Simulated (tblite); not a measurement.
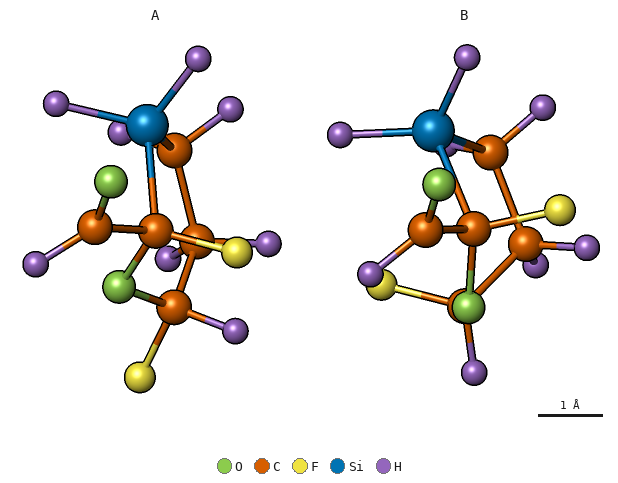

Two geometries of C5H8F2O2Si, drawn at one scale. One is the start of a relaxation, the other its converged end. The picture is a ball-and-stick view, seen from a free direction.

Method: GFN2-xTB geometry optimisation, gas phase in tblite 0.8.0. 

Q: Which geometry has the lower energy?

A: Structure B is the relaxed one. An F atom moves most after the best rigid fit: 1.80 Å. Largest moves by element: F 1.80 Å, H 1.55 Å, O 0.76 Å, Si 0.41 Å, C 0.36 Å. Among the contacts that change: C–C 1.452 → 1.526 Å, C–Si 1.887 → 1.958 Å, C–Si 1.843 → 1.908 Å, C–O 1.256 → 1.199 Å. Bond angles that change, for instance: O–C–Si 100.8° → 115.1°, F–C–Si 113.6° → 103.1°, C–Si–H 112.5° → 103.5°. Groups turn about C–O by about 115°, C–C by about 95°, C–O by about 50°. The energy falls by 24.5 kcal/mol in 167 geometry steps. Cost: 1.6 s on 1 thread of Arm Neoverse V1 (shared host).
